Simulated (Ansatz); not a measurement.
# TiSi2, response to strain

Start from TiSi$_{2}$ (space group Fddd, No. 70; a = 4.779 Å, b = 8.230 Å, c = 8.521 Å). Axes: x, y, z lie along a, b, c of the conventional cell.

Strains are applied to the cell and any free atomic positions relax; under biaxial strain the out-of-plane vector relaxes too.

Level of theory: r2SCAN (Ansatz, an electronic-structure program), no SOC.

Notes on the quantities. energy relative to the base: free energy F.

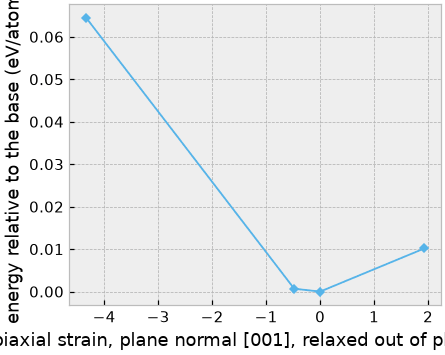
Figure: Energy relative to the base against biaxial strain, plane normal [001], relaxed out of plane

| biaxial strain, plane normal [001], relaxed out of plane (%) | energy relative to the base |
|---|---|
| -4.33 | +64 meV/atom |
| -0.48 | +0.7 meV/atom |
| 1.93 | +10 meV/atom |

Without a gap, meshes like the base's 13×13×13 leave anisotropic stresses uncertain by several tenths of a GPa, and small strain energies with them. Whether these cells are dynamically stable was not tested. All final runs are without spin polarisation.
